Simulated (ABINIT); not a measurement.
# LiBH4 (F-43m): G0W0 with ABINIT, start to end, part 2 of 3

Wanted: ground state, empty states, screening and self-energy for LiBH4 (F-43m).

ABINIT 10.8.3; PBEsol and many-body steps on it, plane waves. Known limits of the many-body steps: not at the basis limit; coarse k mesh.

So far. Step 2 (Ground state): The gap is indirect, with the least direct gap 0.31 eV higher.

## (3) Bands along the symmetry lines

Level of this step: DFT, PBEsol, plane waves, norm-conserving pseudopotentials (ABINIT).

The cheap functional maps the bands first; the places of the edges decide which points the dearer methods must see.

run.abi

```
acell 3*1.0 Angstrom
rprim 
  0.000000000000 2.855319000000 2.855319000000
  2.855319000000 0.000000000000 2.855319000000
  2.855319000000 2.855319000000 0.000000000000
ntypat 3
znucl 3 5 1
natom 6
typat 1 2 3 3 3 3
xred 
  0.000000000000 0.000000000000 0.000000000000
  0.500000000000 0.500000000000 0.500000000000
  0.376786667500 0.376786667500 0.376786667500
  0.869639997500 0.376786667500 0.376786667500
  0.376786667500 0.376786667500 0.869639997500
  0.376786667500 0.869639997500 0.376786667500
pp_dirpath "pseudos"
pseudos "Li.upf, B.upf, H.upf"
ecut 34
iscf -2
irdden 1
kptopt 0
nkpt 50
kpt 
  0.00000000 0.00000000 0.00000000
  -0.06250000 -0.06250000 0.00000000
  -0.12500000 -0.12500000 0.00000000
  -0.18750000 -0.18750000 0.00000000
  -0.25000000 -0.25000000 0.00000000
  -0.31250000 -0.31250000 0.00000000
  -0.37500000 -0.37500000 0.00000000
  -0.43750000 -0.43750000 0.00000000
  -0.50000000 -0.50000000 0.00000000
  -0.48437500 -0.48437500 0.03125000
  -0.46875000 -0.46875000 0.06250000
  -0.45312500 -0.45312500 0.09375000
  -0.43750000 -0.43750000 0.12500000
  -0.42187500 -0.42187500 0.15625000
  -0.40625000 -0.40625000 0.18750000
  -0.39062500 -0.39062500 0.21875000
  -0.37500000 -0.37500000 0.25000000
  -0.37500000 0.00000000 0.37500000
  -0.32812500 0.00000000 0.32812500
  -0.28125000 0.00000000 0.28125000
  -0.23437500 0.00000000 0.23437500
  -0.18750000 0.00000000 0.18750000
  -0.14062500 0.00000000 0.14062500
  -0.09375000 0.00000000 0.09375000
  -0.04687500 0.00000000 0.04687500
  0.00000000 0.00000000 0.00000000
  0.00000000 0.00000000 0.06250000
  0.00000000 0.00000000 0.12500000
  0.00000000 0.00000000 0.18750000
  0.00000000 0.00000000 0.25000000
  0.00000000 0.00000000 0.31250000
  0.00000000 0.00000000 0.37500000
  0.00000000 0.00000000 0.43750000
  -0.00000000 0.00000000 0.50000000
  -0.06250000 -0.03125000 0.46875000
  -0.12500000 -0.06250000 0.43750000
  -0.18750000 -0.09375000 0.40625000
  -0.25000000 -0.12500000 0.37500000
  -0.31250000 -0.15625000 0.34375000
  -0.37500000 -0.18750000 0.31250000
  -0.43750000 -0.21875000 0.28125000
  -0.50000000 -0.25000000 0.25000000
  -0.50000000 -0.28125000 0.21875000
  -0.50000000 -0.31250000 0.18750000
  -0.50000000 -0.34375000 0.15625000
  -0.50000000 -0.37500000 0.12500000
  -0.50000000 -0.40625000 0.09375000
  -0.50000000 -0.43750000 0.06250000
  -0.50000000 -0.46875000 0.03125000
  -0.50000000 -0.50000000 0.00000000
istwfk *1
nband 12
nbdbuf 2
tolwfr 1e-08
nstep 40
prtwf 0
prtvol 0
indata_prefix "in"
outdata_prefix "out"
tmpdata_prefix "tmp"
```

Run with:

```sh
OMP_NUM_THREADS=1 mpirun -n 4 abinit run.abi > log
```

Numbers of over 12 decimals in the logs are rounded to 6 here.

Output:

```text
.Version 10.8.3 of ABINIT. v10.8.2 released Aug 2026.

 Symmetries : space group F-4 3 m (#216); Bravais cF (face-center cubic)
[... echo of the input left out ...]
== DATASET  1 ==================================================================
-   mpi_nproc: 4, omp_nthreads: 1 (-1 if OMP is not activated)

--- !DatasetInfo
iteration_state: {dtset: 1, }
dimensions: {natom: 6, nkpt: 50, mband: 12, nsppol: 1, nspinor: 1, nspden: 1, mpw: 3004, }
cutoff_energies: {ecut:  34.0, pawecutdg:  -1.0, }
electrons: {nelect:   1.00000000E+01, charge:   0.00000000E+00, occopt:   1.00000000E+00, tsmear:   1.00000000E-02, }

 Real(R)+Recip(G) space primitive vectors, cartesian coordinates (Bohr,Bohr^-1):
 R(1)=  0.0000000  5.3957709  5.3957709  G(1)= -0.0926652  0.0926652  0.0926652
 R(2)=  5.3957709  0.0000000  5.3957709  G(2)=  0.0926652 -0.0926652  0.0926652
 R(3)=  5.3957709  5.3957709  0.0000000  G(3)=  0.0926652  0.0926652 -0.0926652
 Unit cell volume ucvol=  3.1418866E+02 bohr^3
 Angles (23,13,12)=  6.00000000E+01  6.00000000E+01  6.00000000E+01 degrees

 getcut: wavevector=  0.0000  0.0000  0.0000  ngfft=  45  45  45
         ecut(hartree)=     34.000   => boxcut(ratio)=   2.19674

--- Pseudopotential description ------------------------------------------------
- Li Generated using ONCVPSP code by D. R. Hamann
-  3.00000   3.00000  180301                  znucl, zion, pspdat
12 -116133 1 -1 1944                          pspcod,pspxc,lmax,lloc,mmax
     nproj     2     2
  pspatm : epsatm=    2.60875052
         --- l  ekb(1:nproj) -->
             0   -4.855856   -1.482423
             1   -2.171544   -0.427615
 pspatm: atomic psp has been read  and splines computed

- B Generated using ONCVPSP code by D. R. Hamann
-  5.00000   3.00000  180301                  znucl, zion, pspdat
12 -116133 1 -1 1534                          pspcod,pspxc,lmax,lloc,mmax
     nproj     2     2
  pspatm : epsatm=    3.20154509
         --- l  ekb(1:nproj) -->
             0    8.466603    1.247630
[...]
pspatm: atomic psp has been read  and splines computed

- H Generated using ONCVPSP code by D. R. Hamann
-  1.00000   1.00000  180301                  znucl, zion, pspdat
12 -116133 1 -1 1180                          pspcod,pspxc,lmax,lloc,mmax
     nproj     2     1
  pspatm : epsatm=    0.35585368
         --- l  ekb(1:nproj) -->
[...]
1   -0.494138
 pspatm: atomic psp has been read  and splines computed

--------------------------------------------------------------------------------

================================================================================
 prteigrs : about to open file out_EIG
 Non-SCF case, kpt    1 (  0.00000  0.00000  0.00000), residuals and eigenvalues=
  1.55E-09  9.14E-10  2.12E-09  2.63E-09  4.54E-09  3.80E-09  1.94E-09  4.75E-09
  7.99E-09  7.89E-09  2.89E-09  7.67E-09
[...]
2.01E-09  2.34E-09  4.03E-09  3.22E-09  8.69E-09  7.29E-09  4.56E-09  4.14E-09
  7.44E-09  1.40E-09  6.37E-05  2.33E-07
[...]
Non-SCF case, kpt   49 ( -0.50000 -0.46875  0.03125), residuals and eigenvalues=
[...]
Non-SCF case, kpt   50 ( -0.50000 -0.50000  0.00000), residuals and eigenvalues=
[...]
-1.6750E+00 -2.8561E-01 -2.0120E-01 -1.0646E-01 -1.0646E-01  1.5164E-01
  1.8441E-01  3.3762E-01  3.4702E-01  3.4702E-01  4.6918E-01  4.6918E-01

--- !ResultsGS
iteration_state: {dtset: 1, }
comment   : Summary of ground state results
lattice_vectors:
- [  0.0000000,   5.3957709,   5.3957709, ]
- [  5.3957709,   0.0000000,   5.3957709, ]
- [  5.3957709,   5.3957709,   0.0000000, ]
lattice_lengths: [   7.63077,    7.63077,    7.63077, ]
lattice_angles: [ 60.000,  60.000,  60.000, ] # degrees, (23, 13, 12)
lattice_volume:   3.1418866E+02
convergence: {deltae:  0.000E+00, res2:  0.000E+00, residm:  9.980E-09, diffor:  0.000E+00, }
etotal    :  -1.24486064E+01
entropy   :   0.00000000E+00
fermie    :  -7.08920318E-02
cartesian_stress_tensor: null
pressure_GPa: null
xred      :
- [  0.0000E+00,   0.0000E+00,   0.0000E+00, Li]
- [  5.0000E-01,   5.0000E-01,   5.0000E-01,  B]
- [  3.7679E-01,   3.7679E-01,   3.7679E-01,  H]
- [  8.6964E-01,   3.7679E-01,   3.7679E-01,  H]
- [  3.7679E-01,   3.7679E-01,   8.6964E-01,  H]
- [  3.7679E-01,   8.6964E-01,   3.7679E-01,  H]
cartesian_forces: null
force_length_stats: {min: null, max: null, mean: null, }

 Integrated electronic density in atomic spheres:
 ------------------------------------------------
 Atom  Sphere_radius  Integrated_density
[...]
================================================================================

 ----iterations are completed or convergence reached----

 Mean square residual over all n,k,spin=   44.308E-10; max=  99.797E-10
 reduced coordinates (array xred) for    6 atoms
[...]
0.376786667500      0.376786667500      0.869639997500
       0.376786667500      0.869639997500      0.376786667500

 cartesian coordinates (angstrom) at end:
[...]
length scales=  1.889726125908  1.889726125908  1.889726125908 bohr
              =  1.000000000000  1.000000000000  1.000000000000 angstroms
 prteigrs : about to open file out_EIG
 Eigenvalues (hartree) for nkpt=  50  k points:
 kpt#   1, nband= 12, wtk=  1.00000, kpt=  0.0000  0.0000  0.0000 (reduced coord)
[...]
kpt#   2, nband= 12, wtk=  1.00000, kpt= -0.0625 -0.0625  0.0000 (reduced coord)
[...]
kpt#   3, nband= 12, wtk=  1.00000, kpt= -0.1250 -0.1250  0.0000 (reduced coord)
[...]
kpt#  49, nband= 12, wtk=  1.00000, kpt= -0.5000 -0.4687  0.0313 (reduced coord)
  -1.67500   -0.28561   -0.20100   -0.10702   -0.10650    0.15319    0.18539    0.33319
   0.34451    0.35032    0.46809    0.46865
 kpt#  50, nband= 12, wtk=  1.00000, kpt= -0.5000 -0.5000  0.0000 (reduced coord)
  -1.67499   -0.28561   -0.20120   -0.10646   -0.10646    0.15164    0.18441    0.33762
   0.34702    0.34702    0.46918    0.46918

== END DATASET(S) ==============================================================
================================================================================

 -outvars: echo values of variables after computation  --------
            nband          12
             nkpt          50
          spgroup         216
 [... the other variables as echoed above ...]

 Calculation completed.
```

It took 8.1 s on 4 MPI ranks of Intel Xeon 6975P-C (Granite Rapids), shared host; peak memory 0.31 GiB; 32 s of CPU time.

Numbers from this step:

```yaml
gap: 5.992 eV
k_of_the_valence_top: 0, 0, 0
k_of_the_conduction_bottom: 0, 0, 0.5
least_direct_gap: 6.297 eV
```

The gap is 5.992 eV, as in the run before at this level.

Electronic bands along the path, in eV, zero at the top of the highest filled band; v1 is the highest filled band, c1 the lowest empty one:

```tsv
point	v4	v3	v2	v1	c1	c2	c3	c4
Γ	-7.80	0.00	0.00	0.00	7.22	8.80	8.80	8.80
X	-5.84	-3.55	-0.97	-0.97	6.06	6.95	11.12	11.37
U	-5.92	-3.36	-1.37	-0.76	6.68	7.99	9.85	10.32
jump to K	-5.92	-3.36	-1.37	-0.76	6.68	7.99	9.85	10.32
Γ	-7.80	0.00	0.00	0.00	7.22	8.80	8.80	8.80
L	-6.53	-3.12	-0.30	-0.30	5.99	8.35	8.35	10.87
W	-5.85	-3.38	-1.37	-0.99	7.74	8.11	8.97	9.32
X	-5.84	-3.55	-0.97	-0.97	6.06	6.95	11.12	11.37
```

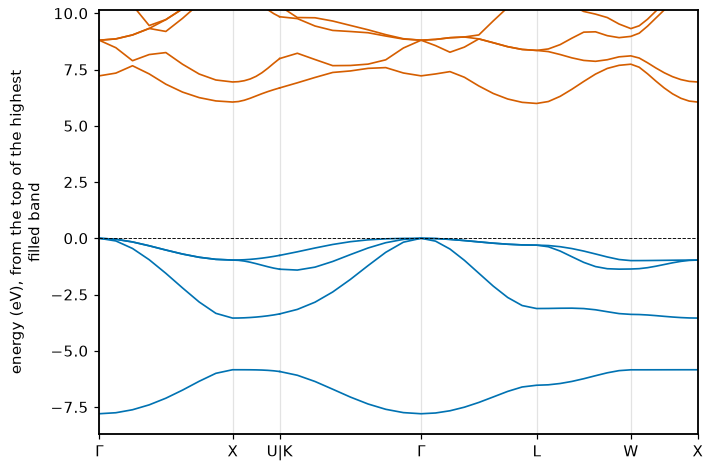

Electronic bands along the path; lines of filled and empty bands in two colours.

## (4) Empty states on the mesh, 4×4×4 mesh, 44 bands

The sums over transitions need many empty states on a uniform mesh; this step solves for them.

run.abi

```
acell 3*1.0 Angstrom
rprim 
  0.000000000000 2.855319000000 2.855319000000
  2.855319000000 0.000000000000 2.855319000000
  2.855319000000 2.855319000000 0.000000000000
ntypat 3
znucl 3 5 1
natom 6
typat 1 2 3 3 3 3
xred 
  0.000000000000 0.000000000000 0.000000000000
  0.500000000000 0.500000000000 0.500000000000
  0.376786667500 0.376786667500 0.376786667500
  0.869639997500 0.376786667500 0.376786667500
  0.376786667500 0.376786667500 0.869639997500
  0.376786667500 0.869639997500 0.376786667500
pp_dirpath "pseudos"
pseudos "Li.upf, B.upf, H.upf"
ecut 34
ngkpt 4 4 4
nshiftk 1
shiftk 0 0 0
kptopt 1
chksymbreak 0
iscf -2
irdden 1
istwfk *1
nband 44
nbdbuf 4
tolwfr 1e-09
nstep 60
prtvol 0
indata_prefix "in"
outdata_prefix "out"
tmpdata_prefix "tmp"
```

Output:

```text
.Version 10.8.3 of ABINIT. v10.8.2 released Aug 2026.

 Symmetries : space group F-4 3 m (#216); Bravais cF (face-center cubic)
[... echo of the input left out ...]
== DATASET  1 ==================================================================
-   mpi_nproc: 4, omp_nthreads: 1 (-1 if OMP is not activated)

--- !DatasetInfo
iteration_state: {dtset: 1, }
dimensions: {natom: 6, nkpt: 8, mband: 44, nsppol: 1, nspinor: 1, nspden: 1, mpw: 2996, }
cutoff_energies: {ecut:  34.0, pawecutdg:  -1.0, }
electrons: {nelect:   1.00000000E+01, charge:   0.00000000E+00, occopt:   1.00000000E+00, tsmear:   1.00000000E-02, }

 Real(R)+Recip(G) space primitive vectors, cartesian coordinates (Bohr,Bohr^-1):
 R(1)=  0.0000000  5.3957709  5.3957709  G(1)= -0.0926652  0.0926652  0.0926652
 R(2)=  5.3957709  0.0000000  5.3957709  G(2)=  0.0926652 -0.0926652  0.0926652
 R(3)=  5.3957709  5.3957709  0.0000000  G(3)=  0.0926652  0.0926652 -0.0926652
 Unit cell volume ucvol=  3.1418866E+02 bohr^3
 Angles (23,13,12)=  6.00000000E+01  6.00000000E+01  6.00000000E+01 degrees

 getcut: wavevector=  0.0000  0.0000  0.0000  ngfft=  45  45  45
         ecut(hartree)=     34.000   => boxcut(ratio)=   2.19674

--- Pseudopotential description ------------------------------------------------
- Li Generated using ONCVPSP code by D. R. Hamann
-  3.00000   3.00000  180301                  znucl, zion, pspdat
12 -116133 1 -1 1944                          pspcod,pspxc,lmax,lloc,mmax
     nproj     2     2
  pspatm : epsatm=    2.60875052
         --- l  ekb(1:nproj) -->
             0   -4.855856   -1.482423
             1   -2.171544   -0.427615
 pspatm: atomic psp has been read  and splines computed

- B Generated using ONCVPSP code by D. R. Hamann
-  5.00000   3.00000  180301                  znucl, zion, pspdat
12 -116133 1 -1 1534                          pspcod,pspxc,lmax,lloc,mmax
     nproj     2     2
  pspatm : epsatm=    3.20154509
         --- l  ekb(1:nproj) -->
             0    8.466603    1.247630
[...]
pspatm: atomic psp has been read  and splines computed

- H Generated using ONCVPSP code by D. R. Hamann
-  1.00000   1.00000  180301                  znucl, zion, pspdat
12 -116133 1 -1 1180                          pspcod,pspxc,lmax,lloc,mmax
     nproj     2     1
  pspatm : epsatm=    0.35585368
         --- l  ekb(1:nproj) -->
[...]
1   -0.494138
 pspatm: atomic psp has been read  and splines computed

--------------------------------------------------------------------------------

================================================================================
 prteigrs : about to open file out_EIG
 Non-SCF case, kpt    1 (  0.00000  0.00000  0.00000), residuals and eigenvalues=
  6.19E-11  6.52E-10  7.12E-11  1.16E-10  7.31E-10  3.79E-10  1.04E-10  2.74E-10
  5.03E-10  1.74E-10  1.30E-10  3.37E-10  5.34E-10  1.21E-10  2.36E-10  4.77E-10
  8.25E-11  3.61E-10  9.53E-10  8.32E-11  2.59E-10  5.47E-10  9.37E-11  2.45E-10
[...]
3.58E-07  2.63E-06  4.78E-06  6.42E-05
 -1.6750E+00 -3.5746E-01 -7.0892E-02 -7.0892E-02 -7.0892E-02  1.9439E-01
  2.5260E-01  2.5260E-01  2.5260E-01  3.2405E-01  3.8658E-01  3.8658E-01
  3.8658E-01  4.5468E-01  4.5468E-01  6.8373E-01  7.9495E-01  7.9495E-01
  7.9495E-01  9.7127E-01  9.7127E-01  9.7127E-01  1.1172E+00  1.1172E+00
  1.1172E+00  1.1513E+00  1.1513E+00  1.1857E+00  1.1967E+00  1.1967E+00
  1.1967E+00  1.4047E+00  1.4603E+00  1.4603E+00  1.5149E+00  1.5149E+00
  1.5149E+00  1.5581E+00  1.5581E+00  1.5581E+00  1.6289E+00  1.6289E+00
  1.6289E+00  1.6725E+00
 prteigrs : prtvol=0 or 1, do not print more k-points.

--- !ResultsGS
iteration_state: {dtset: 1, }
comment   : Summary of ground state results
lattice_vectors:
- [  0.0000000,   5.3957709,   5.3957709, ]
- [  5.3957709,   0.0000000,   5.3957709, ]
- [  5.3957709,   5.3957709,   0.0000000, ]
lattice_lengths: [   7.63077,    7.63077,    7.63077, ]
lattice_angles: [ 60.000,  60.000,  60.000, ] # degrees, (23, 13, 12)
lattice_volume:   3.1418866E+02
convergence: {deltae:  0.000E+00, res2:  0.000E+00, residm:  9.899E-10, diffor:  0.000E+00, }
etotal    :  -1.24486064E+01
entropy   :   0.00000000E+00
fermie    :  -7.08920318E-02
cartesian_stress_tensor: null
pressure_GPa: null
xred      :
- [  0.0000E+00,   0.0000E+00,   0.0000E+00, Li]
- [  5.0000E-01,   5.0000E-01,   5.0000E-01,  B]
- [  3.7679E-01,   3.7679E-01,   3.7679E-01,  H]
- [  8.6964E-01,   3.7679E-01,   3.7679E-01,  H]
- [  3.7679E-01,   3.7679E-01,   8.6964E-01,  H]
- [  3.7679E-01,   8.6964E-01,   3.7679E-01,  H]
cartesian_forces: null
force_length_stats: {min: null, max: null, mean: null, }

 Integrated electronic density in atomic spheres:
 ------------------------------------------------
 Atom  Sphere_radius  Integrated_density
[...]
================================================================================

 ----iterations are completed or convergence reached----

 Mean square residual over all n,k,spin=   38.958E-11; max=  98.991E-11
 reduced coordinates (array xred) for    6 atoms
[...]
0.376786667500      0.376786667500      0.869639997500
       0.376786667500      0.869639997500      0.376786667500

 cartesian coordinates (angstrom) at end:
    1      0.000000     0.000000     0.000000
    2      2.855319     2.855319     2.855319
[...]
6      3.558946     2.151692     3.558946
 length scales=  1.889726125908  1.889726125908  1.889726125908 bohr
              =  1.000000000000  1.000000000000  1.000000000000 angstroms
 prteigrs : about to open file out_EIG
 Eigenvalues (hartree) for nkpt=   8  k points:
 kpt#   1, nband= 44, wtk=  0.01563, kpt=  0.0000  0.0000  0.0000 (reduced coord)
[...]
1.11721    1.15130    1.15130    1.18568    1.19669    1.19669    1.19669    1.40468
   1.46027    1.46027    1.51494    1.51494    1.51494    1.55810    1.55810    1.55810
   1.62888    1.62888    1.62889    1.67246
 prteigrs : prtvol=0 or 1, do not print more k-points.

== END DATASET(S) ==============================================================
================================================================================

 -outvars: echo values of variables after computation  --------
            nband          44
             nkpt           8
          spgroup         216
 [... the other variables as echoed above ...]

 Calculation completed.
```

It took 7.1 s on 4 MPI ranks; peak memory 0.3 GiB; 28 s of CPU time.

This step gave:

```yaml
gap: 5.992 eV
k_of_the_valence_top: 0, 0, 0
k_of_the_conduction_bottom: 0.5, 0, 0
least_direct_gap: 6.297 eV
k_points_computed: 8
lowest_point_of_the_top_converged_band_above_the_valence_top: 42.99 eV
```

On this mesh the gap is 5.992 eV.

## (5) Screening, 4×4×4 mesh, 40 bands, screening to 108.8 eV

The RPA dielectric matrix is built and inverted for each q.

This step: RPA screening on PBEsol, plane waves, norm-conserving pseudopotentials.

run.abi, as its differences from that of step 4:

```diff
@@ -24,10 +24,11 @@
 chksymbreak 0
-iscf -2
-irdden 1
 istwfk *1
-nband 44
-nbdbuf 4
-tolwfr 1e-09
-nstep 60
-prtvol 0
+occopt 1
+irdwfk 1
+optdriver 3
+nband 40
+ecuteps 4
+inclvkb 2
+awtr 1
+symchi 1
 indata_prefix "in"
```

Output:

```text
.Version 10.8.3 of ABINIT. v10.8.2 released Aug 2026.

 Symmetries : space group F-4 3 m (#216); Bravais cF (face-center cubic)
[... echo of the input left out ...]
== DATASET  1 ==================================================================
-   mpi_nproc: 4, omp_nthreads: 1 (-1 if OMP is not activated)

--- !DatasetInfo
iteration_state: {dtset: 1, }
dimensions: {natom: 6, nkpt: 8, mband: 40, nsppol: 1, nspinor: 1, nspden: 1, mpw: 2996, }
cutoff_energies: {ecut:  34.0, pawecutdg:  -1.0, }
electrons: {nelect:   1.00000000E+01, charge:   0.00000000E+00, occopt:   1.00000000E+00, tsmear:   1.00000000E-02, }

 SCREENING: Calculation of the susceptibility and dielectric matrices

 Based on a program developped by R.W. Godby, V. Olevano, G. Onida, and L. Reining.
 Incorporated in ABINIT by V. Olevano, G.-M. Rignanese, and M. Torrent.
.Using double precision arithmetic ; gwpc =  8

[... cell and pseudopotentials left out ...]
--------------------------------------------------------------------------------

 ==== K-mesh for the wavefunctions ====
 Number of points in the irreducible wedge :     8
[... list of points left out ...]
 Together with 24 symmetry operations and time-reversal symmetry
 yields    64 points in the full Brillouin Zone.

 ==== Q-mesh for the screening function ====
 Number of points in the irreducible wedge :     8
[... list of points left out ...]
 Together with 24 symmetry operations and time-reversal symmetry
 yields    64 points in the full Brillouin Zone.

 setmesh: FFT mesh size selected  =    27x   27x   27
          total number of points  =        19683

 vcoul_init : cutoff-mode = AUXILIARY_FUNCTION
 q-points for optical limit:   1
     1)      0.000010    0.000020    0.000030

- screening: taking advantage of time-reversal symmetry
- Maximum band index for partially occupied states nbvw = 5
- Remaining bands to be divided among processors   nbcw = 35
- Number of bands treated by each node ~8

 Number of electrons calculated from density =   10.0000; Expected =   10.0000
 average of density, n =  0.031828
 r_s =    1.9575
 omega_plasma =   17.2092 [eV]

 calculating chi0 at frequencies [eV] :
  1    0.000000E+00    0.000000E+00
  2    0.000000E+00    1.720919E+01

--------------------------------------------------------------------------------
  q-point number  1        q = ( 0.000000, 0.000000, 0.000000) [r.l.u.]
--------------------------------------------------------------------------------
[... chi0 elements left out ...]
 For q-point:  0.000010 0.000020 0.000030
  dielectric constant =   2.8983
  dielectric constant without local fields =   3.2660

  Average fulfillment of the sum rule on Im[epsilon] for q-point    1 :     63.16  [%]
[... wings left out ...]
  q-point number  2        q = ( 0.250000, 0.000000, 0.000000) [r.l.u.]
--------------------------------------------------------------------------------
[... chi0 elements left out ...]
  Average fulfillment of the sum rule on Im[epsilon] for q-point    2 :     79.16  [%]

 [... 6 further q-points ...]
```

Run time: 5.9 s. Hardware: 4 MPI ranks; peak memory 0.5 GiB; 23 s of CPU time.

This step gave:

```yaml
eps_infinity_with_local_fields_on_this_mesh_along_the_program_s_q_direction: 2.898
the_same_without_local_fields: 3.266
plasma_frequency: 17.21 eV
plane_waves_in_the_screening_matrix: 113
```

Local fields lower ε∞ by 11 %. On a Γ-centred mesh this coarse the value itself is usually too large, while a short band sum pulls it down.

(Part 2 of 3 ends here.)

[Paths, hosts, dates, memory and timing lines, banners, echoed tables and standing remarks are left out of the program output.]

[Logs are printed without paths, hosts, clocks, repeated set-up lines and the standing remarks that a program may print on its own settings, such as how far it seeks lower states.]

[Runs of the session that timed out or met a known fault of the program may be left out.]

[Hosts, paths, dates, database ids (printed as entryN), source tags and the programs' standing remarks are cut or masked in the printed files.]

[G0W0 gaps are taken among the corrected bands and points alone; a level outside them can change the order at an edge.]

[Where Ansatz stands beside ABINIT at settings called matched, ABINIT's density can come from a denser mesh and the files from another edition; pairs whose starting gaps differed by over 0.03 eV were left out, so agreement reads better than it is.]
